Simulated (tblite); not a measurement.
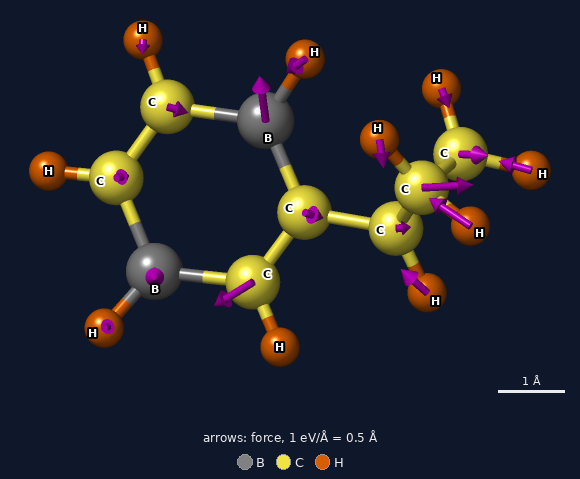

Starting geometry of C₇H₁₀B₂ with the computed forces as purple arrows. A ball-and-stick model, seen at a tilt.

The calculation used tblite, GFN2-xTB geometry optimisation, gas phase. 

> What follows when this structure is relaxed?

It isn't relaxed: the largest force vector, on a B atom, is 1.76 eV/Å. The final displacements have little in common with the starting forces (cosine between the two patterns 0.19). The energy falls by 12.7 kcal/mol in 97 geometry steps. The largest moves after the best rigid fit, 0.71 Å, are those of H atoms. By element the largest moves are H 0.71 Å, B 0.42 Å, C 0.28 Å. Near-neighbour distances that change, for instance: C–H 1.133 → 1.080 Å, B–H 1.219 → 1.173 Å, B–C 1.581 → 1.540 Å, C–C 1.528 → 1.489 Å. Bond angles that change, for instance: C–C–H 113.2° → 118.7°, C–B–H 116.2° → 121.6°, C–C–C 115.9° → 121.3°. Groups turn about C–C by about 20°.
